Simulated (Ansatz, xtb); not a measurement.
Breaking the Ge1–H2 bond in GeH2 (SMILES [GeH2]) (multiplicity 1 held, fragments rigid). Energies count from the point at 1.599 Å.
Geometry at that point (charge 0, multiplicity 1):
```xyz
3

Ge     0.0066    -0.0005     0.0658
H     -0.1232    -1.1290    -1.0600
H     -0.0886     1.1454    -1.0458
```

R- and RO- levels are restricted; in cc, def2 and unpolarised 6-31G sets they are followed outwards from rest. U- levels take the lowest unrestricted solution at each point, which mixes spins at long bonds. Active spaces are followed from a long bond inwards. Full CI gives the lowest state of the spin. Left out are points that failed, MP2 points that dive below the minimum, coupled-cluster points behind a jump of the amplitudes or a sharp parting from full CI or MRCI, small-basis points behind a change of solution, and semi-empirical points at long bonds. Curves can end on different states.

Frozen-core correlation. Filled d and f shells under p-block atoms count as core.

The values were computed with Ansatz (a program for electronic structure); xtb for the GFN methods. Values without a source in brackets are computed. The GFN methods have no spin term and hold the electronic entropy of 300 K.

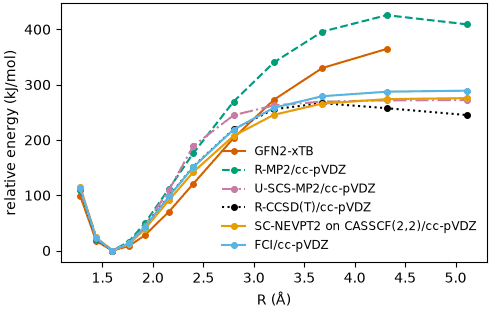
Figure: Relative energy along the coordinate

Q: Order the other curves in the same basis by their non-parallelity to FCI/cc-pVDZ (largest less smallest deviation, whatever its cause), smallest first.

A: SC-NEVPT2 on CASSCF(2,2)/cc-pVDZ (17 kJ/mol), R-CCSD(T)/cc-pVDZ (45 kJ/mol), U-SCS-MP2/cc-pVDZ (55 kJ/mol), R-MP2/cc-pVDZ (141 kJ/mol)

Doubts at one or more of the structures used: a restricted determinant that unrestricted orbitals would lower (R-MP2/cc-pVDZ, R-CCSD(T)/cc-pVDZ); a spin-contaminated determinant (U-SCS-MP2/cc-pVDZ); T1 above 0.05 (R-CCSD(T)/cc-pVDZ); other coupled-cluster roots lie near (R-CCSD(T)/cc-pVDZ).
